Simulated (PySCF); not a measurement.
**Cu₂O₂: singlet, from a trans-bent X-M-M-X start**

Aim: relax Cu₂O₂ as a singlet from a trans-bent X-M-M-X start, check by its vibrations whether the end is a minimum, and collect its spectrum and constants.

The runs use PySCF 2.14.0; PBE0, basis Cu def2-TZVP, O def2-TZVP, no relativity, density fitting.

## 1. The starting structure

4 atoms, charge 0, spin multiplicity 1.

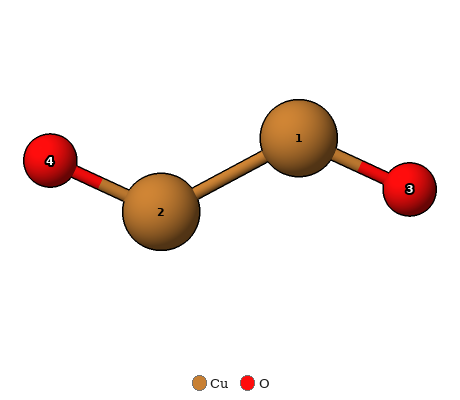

As it starts; copper orange, oxygen red; atoms are numbered from 1 in the order of the file.

```xyz
4
charge 0 multiplicity 1
Cu    0.0000    0.0000    1.1200
Cu    0.0000    0.0000   -1.1200
O     1.4000    0.0000    2.1700
O    -1.4000    0.0000   -2.1700
```

## 2. The SCF at the typed geometry

One driver script runs all steps and calls PySCF; scf.py shows how it sets up the SCF of each step. The optimiser is the driver's own. After this first run the driver tries any further starts and a stability analysis.

Contents of scf.py:

```python
from pyscf import gto, scf, dft
mol = gto.M(atom='''
Cu     0.000000     0.000000     1.120000
Cu     0.000000     0.000000    -1.120000
O      1.400000     0.000000     2.170000
O     -1.400000     0.000000    -2.170000''',
    basis={'Cu': 'def2-TZVP', 'O': 'def2-TZVP'},
    charge=0, spin=0)
mf = dft.RKS(mol, xc='PBE0')
mf.grids.atom_grid = (50, 194)
aux = {'Cu': 'def2-universal-JKFIT', 'O': 'def2-universal-JKFIT'}
mf = mf.density_fit(auxbasis=aux)
mf.conv_tol = 1e-08
mf.diis_space = 10
mf.max_cycle = 60
mf.init_guess = 'minao'
mf.verbose = 4
mf.kernel()
```

Run with:

```console
OMP_NUM_THREADS=4 python axn.py task.json out
```

The log of the run, cut to the lines that bear on the results:

```text
[... the frontier levels of the middle cycles are left out ...]
init E= -3429.96897960358
  HOMO = -0.0893614253595416  LUMO = -0.0878343190324972  gap/eV = 0.04155
cycle= 1 E= -3425.0416236407  delta_E= 4.93  |g|= 6.97  |ddm|= 2.63
  HOMO = -0.362124463571365  LUMO = -0.359833401852011  gap/eV = 0.06234
cycle= 2 E= -3398.61608162479  delta_E= 26.4  |g|= 14.1  |ddm|= 15.9
  HOMO = -0.520549070929095  LUMO = -0.510757071305156  gap/eV = 0.26645
cycle= 3 E= -3429.33423221311  delta_E= -30.7  |g|= 3.57  |ddm|= 15.4
cycle= 4 E= -3420.62940383882  delta_E=  8.7  |g|= 5.22  |ddm|= 5.45
cycle= 5 E= -3430.56877028732  delta_E= -9.94  |g|= 0.82  |ddm|= 4.89
cycle= 6 E= -3430.62393659797  delta_E= -0.0552  |g|= 0.353  |ddm|= 0.319
cycle= 7 E= -3430.65219323559  delta_E= -0.0283  |g|= 0.0744  |ddm|= 0.287
cycle= 8 E= -3430.65248815496  delta_E= -0.000295  |g|= 0.0716  |ddm|= 0.061
cycle= 9 E= -3430.65326220046  delta_E= -0.000774  |g|= 0.0302  |ddm|= 0.0345
cycle= 10 E= -3430.65355565421  delta_E= -0.000293  |g|= 0.0068  |ddm|= 0.059
cycle= 11 E= -3430.65363982228  delta_E= -8.42e-05  |g|= 0.00395  |ddm|= 0.0387
cycle= 12 E= -3430.65365477115  delta_E= -1.49e-05  |g|= 0.00662  |ddm|= 0.022
cycle= 13 E= -3430.65366753825  delta_E= -1.28e-05  |g|= 0.00241  |ddm|= 0.00706
cycle= 14 E= -3430.6536758767  delta_E= -8.34e-06  |g|= 0.000986  |ddm|= 0.0171
cycle= 15 E= -3430.65367632784  delta_E= -4.51e-07  |g|= 0.000749  |ddm|= 0.00319
cycle= 16 E= -3430.65367642501  delta_E= -9.72e-08  |g|= 0.000293  |ddm|= 0.000922
cycle= 17 E= -3430.65367646605  delta_E= -4.1e-08  |g|= 4.23e-05  |ddm|= 0.0011
cycle= 18 E= -3430.65367646676  delta_E= -7.11e-10  |g|= 9.94e-06  |ddm|= 0.000181
  HOMO = -0.292400244816964  LUMO = -0.229128833698738  gap/eV = 1.72170
Extra cycle  E= -3430.65367646659  delta_E= 1.76e-10  |g|= 4.32e-05  |ddm|= 1.98e-05
converged SCF energy = -3430.65367646659
```

This step, with its further starts and checks, ran for 18 s (4 threads of Arm Neoverse V2, shared host).

Energies from each starting density:

| start | energy (Eh) |
| --- | --- |
| the minimal-basis guess | -3430.653676 |
| a thermally smeared density | -3430.641704 |
| a smeared PBE density | -3430.641704 |

No lower closed-shell solution turned up from the other starts or in the test of internal stability.

## 3. Relaxation: trans-bent X-M-M-X start, singlet

The program finds C2h symmetry in the start, which this walk keeps.

Edit scf.py of step 2 so:

```diff
@@ -3 +3 @@
-Cu     0.000000     0.000000     1.120000
+Cu    -0.000000     0.000000     1.120000
@@ -16 +15,0 @@
-mf.init_guess = 'minao'
```

Energy and gradient, step by step:

| step | energy (Eh) | change (kJ/mol) | largest symmetric gradient (Eh/bohr) |
| --- | --- | --- | --- |
| 0 | -3430.653676 | 0.00 | 0.03868 |
| 1 | -3430.663385 | -25.49 | 0.02050 |
| 2 | -3430.673899 | -53.09 | 0.02145 |
| 3 | -3430.685944 | -84.72 | 0.01551 |
| 4 | -3430.704821 | -134.28 | 0.02422 |
| 5 | -3430.720869 | -176.41 | 0.04259 |
| 6 | -3430.730859 | -202.64 | 0.04119 |
| 7 | -3430.733081 | -208.48 | 0.04683 |
| 8 | -3430.733241 | -208.90 | 0.04708 |
| 9 | -3430.733584 | -209.80 | 0.04701 |
| 10 | -3430.738273 | -222.11 | 0.04538 |
| 11 | -3430.749575 | -251.78 | 0.03985 |
| 12 | -3430.768295 | -300.93 | 0.04196 |
| 13 | -3430.797423 | -377.41 | 0.06262 |
| 14 | -3430.804432 | -395.81 | 0.06865 |
| 15 | -3430.812629 | -417.33 | 0.02520 |
| 16 | -3430.818804 | -433.54 | 0.00746 |
| 17 | -3430.819184 | -434.54 | 0.00208 |
| 18 | -3430.819213 | -434.62 | 0.00019 |
| 19 | -3430.819213 | -434.62 | 0.00004 |

The walk took 71 s.

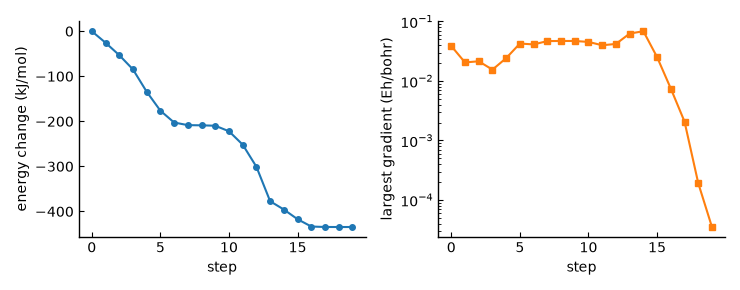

How energy and gradient fall.

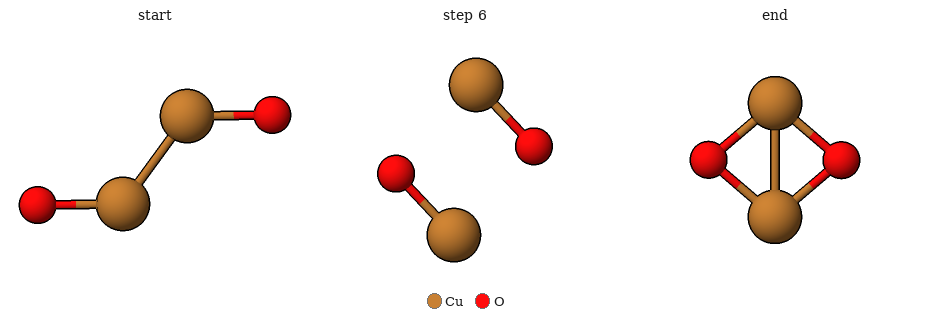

Start and end of the relaxation, with a step between.

End point (D2h, 19 steps, 434.6 kJ/mol gained): Cu–Cu 2.337 Å, Cu–O 1.795 Å (×4); Cu–Cu–O 49.4° (×4), Cu–O–Cu 81.2° (×2), O–Cu–O 98.8° (×2).

## 4. Frequencies

On the finer grid the gradient is checked again; gradients at displacements of ±0.02 bohr then give force constants and infrared intensities.

Edit scf.py of step 3 so:

```diff
@@ -3,4 +3,4 @@
-Cu    -0.000000     0.000000     1.120000
-Cu     0.000000     0.000000    -1.120000
-O      1.400000     0.000000     2.170000
-O     -1.400000     0.000000    -2.170000''',
+Cu    -0.685831     0.000000     0.946344
+Cu     0.685831     0.000000    -0.946344
+O      1.103588     0.000000     0.799788
+O     -1.103588     0.000000    -0.799788''',
@@ -10 +10 @@
-mf.grids.atom_grid = (50, 194)
+mf.grids.atom_grid = (75, 302)
@@ -13 +13 @@
-mf.conv_tol = 1e-08
+mf.conv_tol = 1e-10
```

This SCF starts from the last density.

SCF at the final geometry:

```text
init E= -3430.81908598927
  HOMO = -0.253098621304794  LUMO = -0.138048331486679  gap/eV = 3.13068
cycle= 1 E= -3430.81908598927  delta_E= 9.09e-13  |g|= 7.2e-07  |ddm|= 2.07e-06
  HOMO = -0.253098509333572  LUMO = -0.138048208190014  gap/eV = 3.13068
Extra cycle  E= -3430.81908598927  delta_E= -2.27e-12  |g|= 1.82e-06  |ddm|= 1.44e-06
converged SCF energy = -3430.81908598927
```

The whole step took 50 s.

Geometry: D2h; Cu–Cu 2.337 Å, Cu–O 1.795 Å (×4); Cu–Cu–O 49.4° (×4), Cu–O–Cu 81.2° (×2), O–Cu–O 98.8° (×2).

Modes, for the most abundant isotopes:

```json
{"symmetry": "b3u", "ω (cm⁻¹)": "189", "IR (km/mol)": "52.0", "μ (u)": "18.84"}
{"symmetry": "ag", "ω (cm⁻¹)": "292", "IR (km/mol)": "0.0", "μ (u)": "50.74"}
{"symmetry": "b2u", "ω (cm⁻¹)": "395", "IR (km/mol)": "37.6", "μ (u)": "18.84"}
{"symmetry": "b3g", "ω (cm⁻¹)": "469", "IR (km/mol)": "0.0", "μ (u)": "19.79"}
{"symmetry": "b1u", "ω (cm⁻¹)": "615", "IR (km/mol)": "47.1", "μ (u)": "18.84"}
{"symmetry": "ag", "ω (cm⁻¹)": "681", "IR (km/mol)": "0.0", "μ (u)": "17.04"}
```

μ is the mass of the mode for normalised Cartesian displacements, not the reduced mass of the usual diatomic formula.

All wavenumbers are real: a minimum.

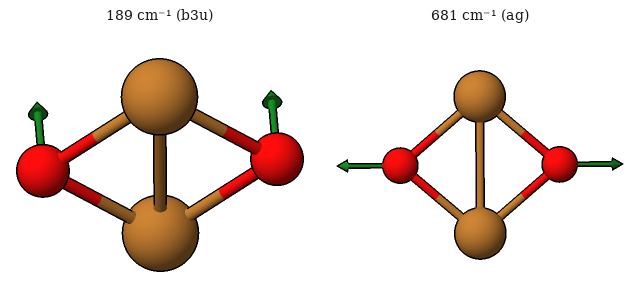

How the atoms move in 2 of the modes.

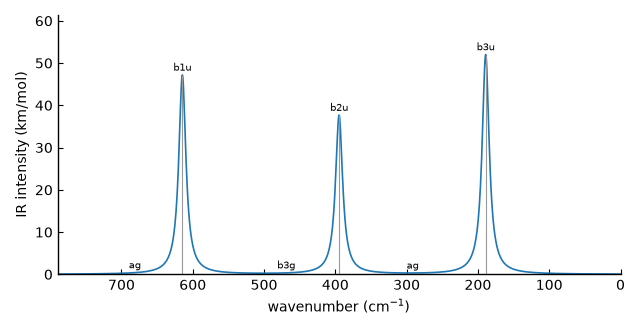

The harmonic infrared spectrum (widths in cm⁻¹). Lines are broadened to a width of 12 cm⁻¹ (Lorentzian).

Constants and moments:

```yaml
Dipole_moment: 0.00 D
Highest_occupied_level: -6.89 eV
Lowest_empty_level: -3.76 eV
Rotational_constants: 0.2837, 0.09806, 0.07287 cm⁻¹
Zero-point_energy: 15.8 kJ/mol
Principal_polarisabilities: 30.4, 51.4, 69.6 bohr³
Atomisation_energy_without_zero-point_energy: 771 kJ/mol
Principal_traceless_quadrupole_moments_about_the_centre_of_mass: -15.32, -1.71, 17.03 D Å
Entropy_at_298.15_K_and_1_bar: 295.8 J/(mol K)
Heat_capacity_Cp_at_298.15_K: 67.6 J/(mol K)
Enthalpy_at_298.15_K_above_0_K: 14.76 kJ/mol
Rotational_symmetry_number: 4
```

Populations by atom (charges in e):

```json
{"atom": "Cu1", "Mulliken": "0.63", "Löwdin": "0.31", "polar tensor": "0.54", "Mayer order to Cu1": "–"}
{"atom": "Cu2", "Mulliken": "0.63", "Löwdin": "0.31", "polar tensor": "0.54", "Mayer order to Cu1": "0.24"}
{"atom": "O3,4", "Mulliken": "-0.63", "Löwdin": "-0.31", "polar tensor": "-0.54", "Mayer order to Cu1": "0.88"}
```

Outer orbital energies (eV). occupied: -9.63, -9.53, -9.46, -8.39, -7.77, -7.69, -7.23, -6.89; empty: -3.76, -2.29, -1.20, 2.05.

Mulliken populations on Cu1: s 6.49, p 12.30, d 9.59, f 0.00.

## 5. Stability of the closed shell

At the lowest minimum the closed shell is tested against spin polarisation, on the (50, 194) grid. It is stable.

## 6. Summary of results

```
                                 quantity                                                                                        value
                                  minimum                                                                                 singlet, D2h
                                 geometry  Cu–Cu 2.337 Å, Cu–O 1.795 Å (×4); Cu–Cu–O 49.4° (×4), Cu–O–Cu 81.2° (×2), O–Cu–O 98.8° (×2)
                       wavenumbers (cm⁻¹)                               189 (b3u), 292 (ag), 395 (b2u), 469 (b3g), 615 (b1u), 681 (ag)
                            dipole moment                                                                                       0.00 D
     highest occupied, lowest empty level                                                                              -6.89, -3.76 eV
               polar-tensor charge of Cu1                                                                                      +0.54 e
                        zero-point energy                                                                                  15.8 kJ/mol
                      entropy at 298.15 K                                                                              295.8 J/(mol K)
atomisation energy (no zero-point energy)                                                                                   771 kJ/mol
```

In words: From C2h at the start the molecule goes to a D2h minimum. In the infrared the band at 189 cm⁻¹ (b3u) leads. Cu1 has a polar-tensor charge of +0.5 e (a dipole derivative, not a static charge), yet symmetry cancels the bond dipoles. Other starts or spin states, not run here, may lie lower.

The search up to here ran for 2.4 min (4 threads of Arm Neoverse V2, shared host).
